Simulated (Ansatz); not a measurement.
**Energy against volume for BaZrO3 (cubic perovskite)**

BaZrO3 (cubic perovskite)

```yaml
crystal:
  lattice:
    - [4.18056, 0.00000, 0.00000]
    - [0.00000, 4.18056, 0.00000]
    - [0.00000, 0.00000, 4.18056]
  atoms:
    - { symbol: Ba, position: [0.00000, 0.00000, 0.00000] }
    - { symbol: Zr, position: [0.50000, 0.50000, 0.50000] }
    - { symbol: O, position: [0.00000, 0.50000, 0.50000] }
    - { symbol: O, position: [0.50000, 0.50000, 0.00000] }
    - { symbol: O, position: [0.50000, 0.00000, 0.50000] }
```

E(V) scan at fixed shape, V₀ the volume above. Symmetry pins the atoms to their sites.

All values below come from PBEsol (plane waves to 420 eV, PAW, scalar-relativistic; Ansatz, a program for electronic structure). k mesh 8×8×8 (Γ-centred), Fermi-Dirac smearing 0.05 eV. Energies are smeared free energies. BaZrO3 is run without spin polarisation. BaZrO3 was relaxed with its symmetry unable to fall. ΔE is measured from the relaxed starting cell.

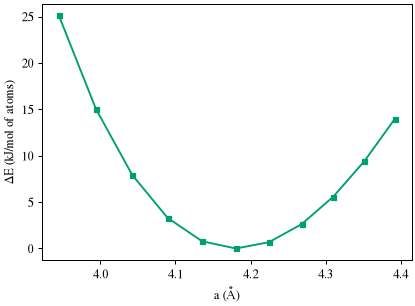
Figure: ΔE (kJ/mol of atoms) against a (Å); one marker a computed point.

The energy cost of the largest expansion comes out as 145.1 meV/atom and the equilibrium volume of the fit is 14.61 Å³/atom. The pressure at the smallest volume comes out as 41.7 GPa and the energy cost of the largest compression is 260.4 meV/atom. The bulk modulus B₀ (third-order Birch-Murnaghan fit) is 163 GPa.

Check by three points about V = 14.613 Å³/atom, step 0.468: d²E/dV² ≈ (8.1 − 2·0.0 + 7.1) meV / 0.468² = 0.0695 eV/Å⁶, and V·d²E/dV² × 160.2 = 163 GPa.

(Under strain, the slope of the energy per volume gives the stress and its curvature an elastic modulus.)
